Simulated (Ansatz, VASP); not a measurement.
# Pt in two plane-wave programs, part 2 of 2

Wanted: the spread between two codes on one cell, functional and k mesh. The cell is taken from a series of VASP runs on this material, whose earlier steps may have relaxed, scaled or displaced it; both programs get it as it stands. Valence electrons are named where the data sets of a main pair hold unlike numbers.

VASP 6.6.1 and Ansatz 0.2.0.

So far. Step 2 (Ansatz: single point, LDA): The run ends at a pressure of -1.02 GPa. Step 3 (VASP: single point, LDA): The run ends at a pressure of -0.27 GPa.

### 6. VASP: band structure, LDA, spin-orbit coupling (continued)

Level of this step: LDA, spin-orbit coupling; plane waves and PAW (Pt) (VASP).

Numbers of over 12 decimals in the logs are rounded to 6 here.

Parts of OUTCAR (step 6):

```text
  Total        0.0645529      0.0645529      0.0645529      0.0000000      0.0000000      0.0000000
  in kB        6.9866289      6.9866289      6.9866289      0.0000000      0.0000000      0.0000000
  external PRESSURE =       6.9866289 kB  Pullay stress =       0.0000000 kB

 POSITION                                       TOTAL-FORCE (eV/Angst)
 -----------------------------------------------------------------------------------
      0.00000      0.00000      0.00000         0.000000      0.000000      0.000000
 -----------------------------------------------------------------------------------
    total drift:                               -0.000000      0.000000      0.000000

  FREE ENERGIE OF THE ION-ELECTRON SYSTEM (eV)
  ---------------------------------------------------
  free  energy   TOTEN  =        -7.8813295187 eV

  energy  without entropy=       -7.8684694487  energy(sigma->0) =       -7.87704283

 magnetization (x)
# of ion       s       p       d       tot
------------------------------------------
    1        0.000   0.000  -0.000  -0.000

 magnetization (y)
# of ion       s       p       d       tot
------------------------------------------
    1        0.000  -0.000   0.000   0.000

 magnetization (z)
# of ion       s       p       d       tot
------------------------------------------
    1       -0.000   0.000  -0.000  -0.000

[... 1 part as in an earlier step ...]

[... 2 further parts left out ...]
[key lines of the parts left out:]
E-fermi :  11.5776
```

The run ends at a pressure of 0.70 GPa.

### 7. Ansatz: band structure, LDA, spin-orbit coupling

The same cell, functional (in two slightly different forms), mesh and smearing now go to Ansatz, which takes its cutoff from its data sets.

The cell is taken from a series of VASP runs on this material, whose earlier steps may have relaxed, scaled or displaced it; both programs get it as it stands.

input.yaml

```yaml
crystal:
  lattice:
    - [0.0, 1.9488400081, 1.9488400081]
    - [1.9488400081, 0.0, 1.9488400081]
    - [1.9488400081, 1.9488400081, 0.0]
  atoms:
    - { symbol: Pt, position: [0.0, 0.0, 0.0] }
hamiltonian:
  xc: lda
  pseudopotentials: { kind: paw_fr }
magnetization:
  noncollinear: true
  spin_orbit: true
kpoints:
  mp_grid: { grid: [8, 8, 8] }
  band_path:
    path:
      - [0.0, 0.0, 0.0]
      - [0.16667, 0.0, 0.16667]
      - [0.33333, 0.0, 0.33333]
      - [0.5, 0.0, 0.5]
      - [0.5, 0.08333, 0.58333]
      - [0.5, 0.18333, 0.68333]
      - [0.5, 0.25, 0.75]
      - [0.45, 0.3, 0.75]
      - [0.40833, 0.34167, 0.75]
      - [0.35, 0.35, 0.7]
      - [0.225, 0.225, 0.45]
      - [0.075, 0.075, 0.15]
      - [0.03333, 0.03333, 0.03333]
      - [0.23333, 0.23333, 0.23333]
      - [0.4, 0.4, 0.4]
      - [0.51667, 0.46667, 0.51667]
      - [0.55833, 0.38333, 0.55833]
      - [0.60833, 0.28333, 0.60833]
      - [0.60833, 0.25, 0.64167]
      - [0.55833, 0.25, 0.69167]
      - [0.51667, 0.25, 0.73333]
      - [0.5, 0.3, 0.7]
      - [0.5, 0.38333, 0.61667]
      - [0.5, 0.48333, 0.51667]
      - [0.475, 0.475, 0.55]
      - [0.425, 0.425, 0.65]
      - [0.38333, 0.38333, 0.73333]
      - [0.59167, 0.18333, 0.59167]
      - [0.55, 0.1, 0.55]
      - [0.5, 0.0, 0.5]
    npoints: 1
scf:
  occupations: { method: methfessel_paxton, width: 0.2 }
  n_extra_bands: 12
output:
  forces: true
  stress: true
  eigenvalues: true
```

Command:

```bash
> ansatz run input.yaml --threads 2 --pin off --max-ram 4608MiB --backend cpu --events-out ev --progress --plain --runs-dir out
```

What it wrote:

```text
[...]
non-collinear run that drives no moment, with spin-orbit: no starting moment large enough to seed its density (crystal.atoms[].spin), no starting occupations that ask for one, no magnetisation constraint and no magnetic field, so the semilocal B_xc is pinned to zero
Crystal: 1 atoms, lattice volume = 14.803 Å³
Basis set: ecut = 420 eV, 283 PW (Γ)
[...]
k-point 1: bands = [... 14 lower, 20.3792, 20.3792, 21.9263, 21.9263, 22.1407, 22.1407, 39.1553, 39.1553, ... 8 higher]
  k-point 2: bands = [... 14 lower, 20.6281, 20.6281, 21.9682, 21.9682, 22.5629, 22.5629, 36.8988, 36.8988, ... 8 higher]
  k-point 28: bands = [... 14 lower, 21.6573, 21.6573, 24.2040, 24.2040, 30.7829, 30.7829, 31.1719, 31.1719, ... 8 higher]
[key lines of the parts left out:]
SCF converged after 6 iterations
Magnetization: |M| = 0.0000 μB,  M = (+0.0000, +0.0000, +0.0000) μB
Free energy (F): -12278.257897 eV
Fermi energy:    23.737341 eV
P = ⅓ Tr σ = -0.3113 GPa (-3.113 kbar)
```

Elapsed: 3.9 s, on 2 threads of Arm Neoverse N1, shared host; peak memory 0.3 GiB; 6.7 s of CPU time.

### 8. Differences

What differs besides the data sets and the points named for the pairs above, as far as they apply: spin-orbit coupling enters by fully relativistic files in Ansatz and inside the spheres in VASP; the data sets hold 18 valence electrons in Ansatz (on its fully relativistic PAW (standard-fr) files) and 10 in VASP. Total energies have different zeros and are not compared.

Compared:

| quantity | Ansatz | VASP | difference |
| --- | --- | --- | --- |
| pressure (GPa) | -0.31 | 0.70 | -1.01 |
| pressure without Ansatz's Pulay correction (GPa) | -0.36 | 0.70 | -1.06 |

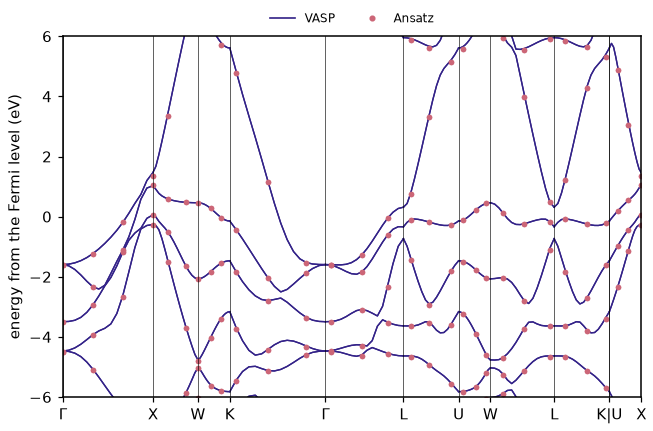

Bands from VASP (lines) and levels from Ansatz (dots). Dots without a line are higher empty bands that the VASP plot leaves out.

Levels from 3 eV below to 2 eV above the Fermi level differ by 25 meV r.m.s. and 106 meV at most; each VASP level is matched to the nearest of Ansatz, which flatters the figure a little. Ansatz's pressure holds a Pulay correction of 0.05 GPa; VASP's holds none.

### 9. Further runs

Further runs change the set-up of one program: Ansatz's method, potentials or start, or VASP's data sets, cutoff or form of LDA. The table gives Ansatz less VASP for each quantity, since a change that brings one quantity closer may part another.

| run | pressure (GPa) | pressure without Ansatz's Pulay correction (GPa) |
| --- | --- | --- |
| as above | -1.0 | -1.1 |
| cores kept as stored | -0.95 | -1.0 |
| Ansatz's larger PAW set (cutoff 900 eV) | -1.1 | -1.2 |

### 10. Results

| Property | Result |
| --- | --- |
| difference in pressure (single point, LDA) | -0.75 GPa |
| difference in pressure (band structure, LDA, spin-orbit coupling) | -1.0 GPa |

What this shows: The difference in pressure is -1.0 GPa (band structure, LDA, spin-orbit coupling), at about the 1 GPa picked in this series as the mark of a large difference. The data sets hold unlike numbers of valence electrons (18 in Ansatz and 10 in VASP), so part of the differences comes from the potentials. For single point, LDA, no further run moves any of the tabulated differences by more than a quarter of its size. For band structure, LDA, spin-orbit coupling, no further run moves any of the tabulated differences by more than a quarter of its size. 2 further runs of this series are not shown here. How closely two codes agree says nothing of how well the functional describes the real material.

[Lines on the potential files, build, host, timing and source positions are cut from VASP's logs without a mark.]

[Logs are printed without paths, hosts, clocks, repeated set-up lines and the standing remarks that a program may print on its own settings, such as how far it seeks lower states.]

[Hosts, paths, dates, database ids (printed as entryN), source tags and the programs' standing remarks are cut or masked in the printed files.]
